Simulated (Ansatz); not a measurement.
## Pt: pressure series

Consider Pt in the fcc (Cu type) structure (space group Fm-3m, No. 225; a = 3.940 Å).

Cell and atoms are relaxed at each pressure.

Method: r2SCAN (Ansatz, a program for electronic structure), scalar-relativistic without spin-orbit coupling.

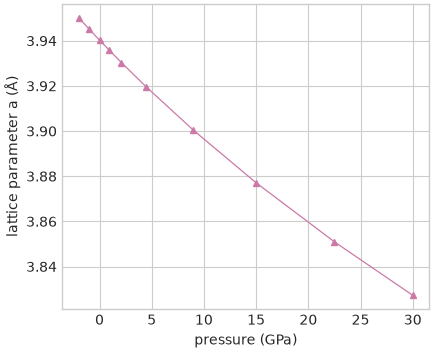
Lattice parameter a against pressure

Question: From the plot, what is the lattice parameter a for pressure 4.5 GPa?

Answer: About 3.92 Å.

Question: Is the trend monotonic over the range shown?

Answer: Yes, it falls throughout, spanning 3.827 Å to 3.950 Å.

Load acts through the strain it causes; cell and atoms are relaxed under it. No phonon test of stability was made. No other phases were tried under pressure. All final runs are without spin polarisation.
